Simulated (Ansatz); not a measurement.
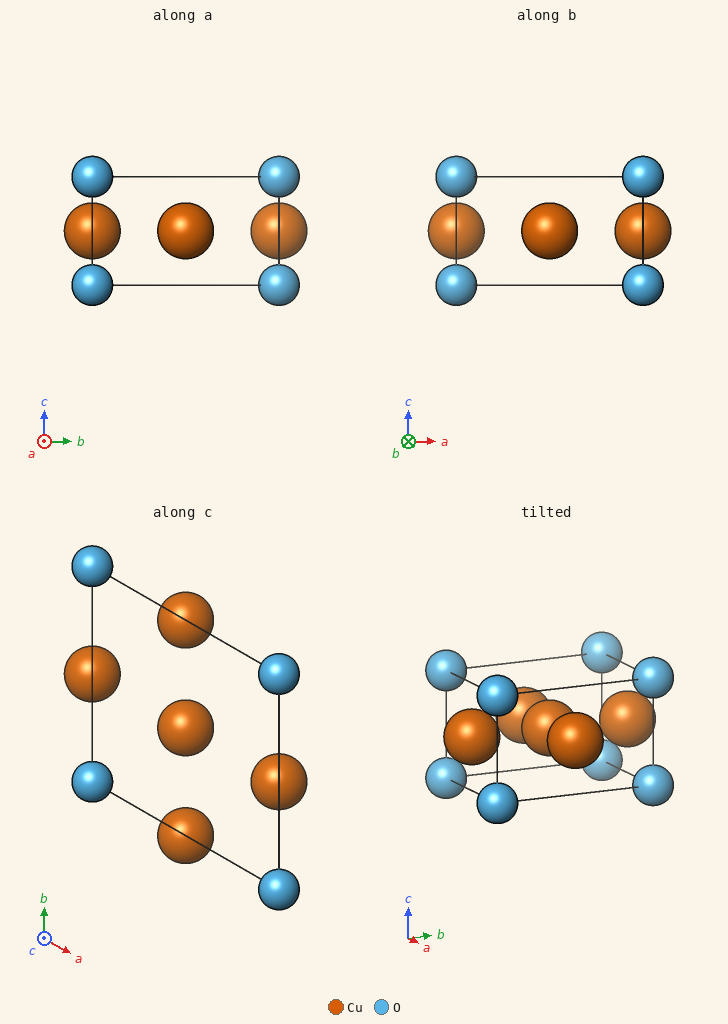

This spheres-only model is shown along the a axis, along the b axis, along the c axis and slightly off an axis. Atoms at the boundary of the conventional unit cell (the box) are drawn once for each face, edge or corner they touch.

Lattice parameters: a = 4.780 Å, b = 4.780 Å, c = 2.404 Å, α = 90.00°, β = 90.00°, γ = 120.00°. Put a along x and b in the xy plane.

Q: Reconstruct the structure as a POSCAR file.

A:
```
Cu O
1.0
     4.780    0.000    0.000
    -2.390    4.140    0.000
     0.000    0.000    2.404
Cu O
3 1
Direct
  0.5000 0.0000 0.5000
  0.0000 0.5000 0.5000
  0.5000 0.5000 0.5000
  0.0000 0.0000 0.0000
```

The structure comes from a random cell made by a generator, so it need not be a real form of the compound. Earlier steps of the study may have refined or changed the cell and positions. Ansatz was used for an electronic-structure calculation on it.
